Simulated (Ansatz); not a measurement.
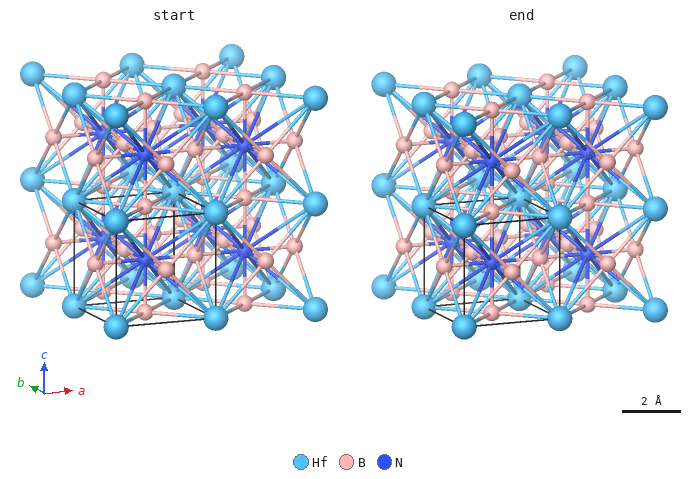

The structure of crystalline HfB3N (a generated structure, set up in Pm-3m) (coarse preliminary run) before (left) and after (right) a relaxation, at one scale.

The picture is a ball-and-stick view of the cell of the calculation, repeated 2 × 2 × 2 with one cell outlined, seen slightly off an axis.

Theory: Ansatz, DFT PBE, scalar-relativistic, plane waves, PAW.

Input
```yaml
crystal:
  lattice:
    - [3.78050981, 0.0, 0.0]
    - [0.0, 3.78050981, 0.0]
    - [0.0, 0.0, 3.78050981]
  atoms:
    - { symbol: Hf, position: [0.0, 0.0, 0.0] }
    - { symbol: B, position: [0.5, 0.5, 0.0] }
    - { symbol: B, position: [0.5, 0.0, 0.5] }
    - { symbol: B, position: [0.0, 0.5, 0.5] }
    - { symbol: "N", position: [0.5, 0.5, 0.5] }
basis:
  ecutwfc: 420
kpoints:
  mp_grid: { grid: [4, 4, 4] }
hamiltonian:
  xc: pbe
scf:
  occupations: { method: gaussian, width: 0.1 }
  lower_state_search: "off"
output:
  forces: true
  stress: true
  eigenvalues: true
relax:
  adjacent_minimum: "off"
  f_tol: 0.04
  max_steps: 70
  cell: { stress_tol: 0.4 }
```

Run as
```bash
ansatz run input.yaml --threads 1 --pin off --max-ram 2560MiB --backend cpu --events-out ev --progress --plain --runs-dir out
```

> What changed between the two?

Over 3 accepted moves (5 points after the start) the energy falls by 75.4 meV per atom. All forces vanish by symmetry, so only the cell relaxes. The pressure goes from −17.37 to 0.00 GPa. At 2 points the geometry stayed and the basis and grid were re-selected for the new cell (energy shift of 1.3 meV per atom at most each time). The atoms keep their places relative to the cell (all moves are under 0.005 Å). The volume changes by −11.7 %, with a = b = c 3.781 → 3.627 Å (−4.0 %). Near-neighbour distances that change, for instance: Hf1–N5 3.274 → 3.141 Å, Hf1–B2 2.673 → 2.565 Å, B2–N5 1.890 → 1.814 Å. The space group stays Pm-3m (No. 221).

Limits of the set-up: the k-point mesh is coarse for a cell with partly filled bands.
